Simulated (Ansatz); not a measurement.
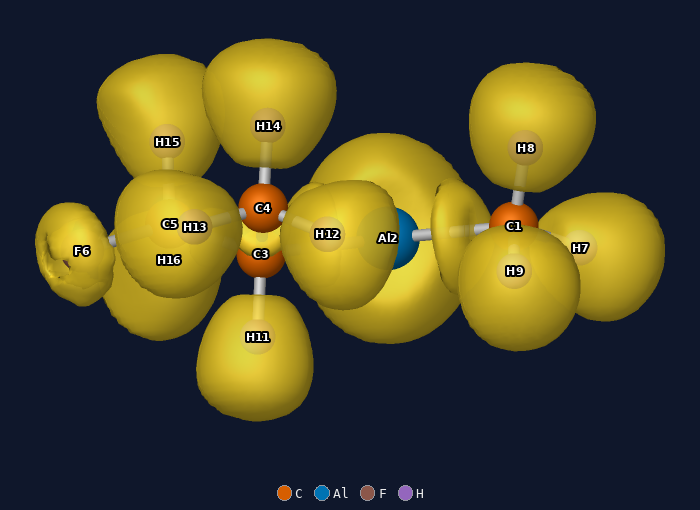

Figure 1: C$_{4}$H$_{10}$AlF (SMILES [CH3][AlH][CH](C)CF). Isosurface of the ELF at 0.85 (yellow), seen from one side. Only the valence region is drawn (cores and ρ < 0.01 e/Å³ removed).

Computed with RKS PBE-D4/def2-SVP (Ansatz).

```xyz
16

C    -0.5037   -1.8175   -1.5520
Al   -0.4349   -1.3895    0.3651
C    -0.0861    0.4846    0.9418
C    -0.5349    1.5479   -0.0772
C    -0.5614    0.7909    2.3477
F    -0.1067    2.0438    2.7806
H    -0.3016   -2.8866   -1.7674
H    -1.5194   -1.5955   -1.9506
H     0.2027   -1.2019   -2.1482
H    -0.6190   -2.5338    1.4808
H     1.0350    0.4929    0.9803
H    -0.1263    1.3567   -1.0904
H    -0.2052    2.5607    0.2345
H    -1.6420    1.5816   -0.1715
H    -1.6761    0.8113    2.3993
H    -0.1996    0.0304    3.0769
```

Q: What do the ELF domains correspond to?

A: At this value the surface marks out two regions between bonded Al–C atoms (shared pairs), two regions between bonded C–C atoms (shared pairs), ten regions around hydrogen nuclei and one region wrapped around F (its valence shell). Along the contacts the grid gives the following. C–F (1.40 Å): the ELF peaks at about 0.85 between the atoms; a polar covalent bond. C–C (1.52 Å): the ELF peaks at about 0.95 between the atoms; localised, covalent bonding.
